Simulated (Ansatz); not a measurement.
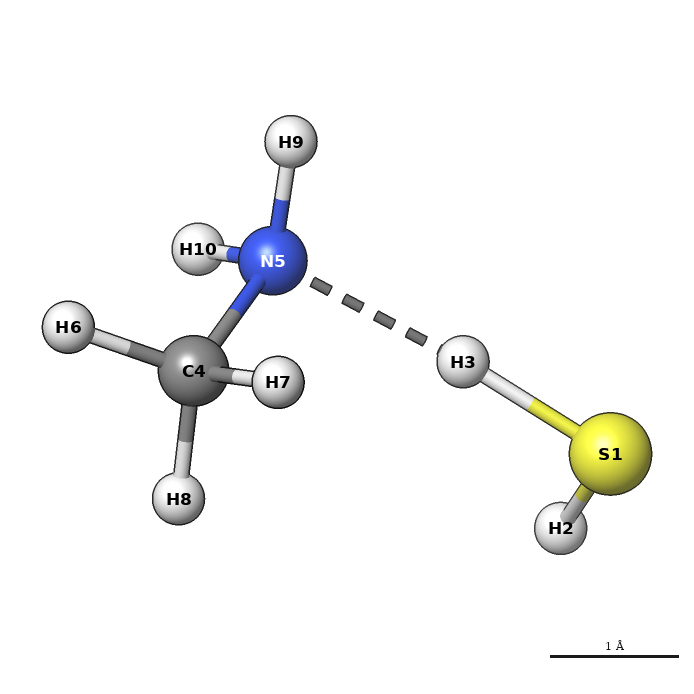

Two molecules or ions; the broken line marks their closest contact (measured against van der Waals radii). Geometry: a pair of rigid molecules at a changed separation. Program: Ansatz 0.2.0.

### Which two species are they?

H2S and CH5N (`CN.S`).

### How long is the contact?

H3···N5 is 1.71 Å.

Give the counterpoise-corrected interaction energy (kcal/mol, monomers kept as in the pair) with RHF-CCSD(T) (frozen core)/def2-TZVPPD; PBE-D4/def2-TZVPPD.

```csv
level,interaction energy (kcal/mol)
RHF-CCSD(T) (frozen core)/def2-TZVPPD,−0.5
PBE-D4/def2-TZVPPD,−4.1
```
